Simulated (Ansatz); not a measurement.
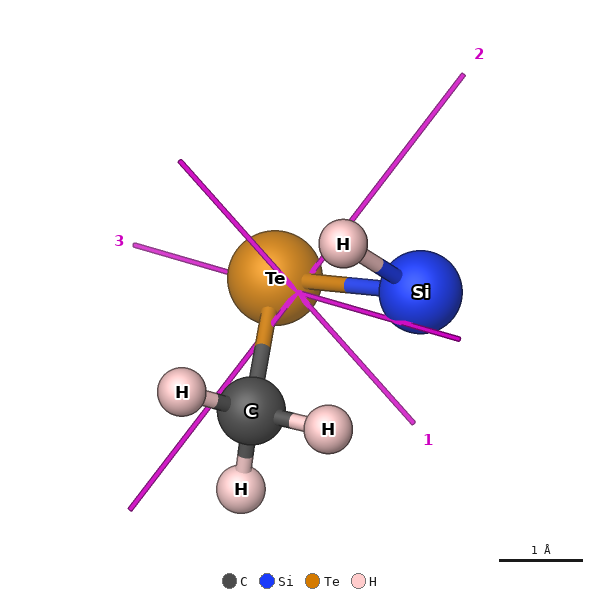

The three principal axes of inertia are drawn and numbered. Distant atoms are faded towards the background colour. The geometry was computed by an optimisation with PBE-D4/def2-SVP. No frequency run is at hand to confirm it as a minimum. Masses are those of the most abundant isotopes; constants are for the rigid equilibrium geometry.

Which line is the a axis (least moment of inertia), which b and which c?

a is line 3, b is line 2, c is line 1; the moments are 59.1, 169, 220 u Å².

Classify the rotor and give the rotational constants (MHz).

An asymmetric top (C1): A = 8554, B = 2994, C = 2296 MHz. Ray's parameter κ is −0.78, nearer the prolate limit.
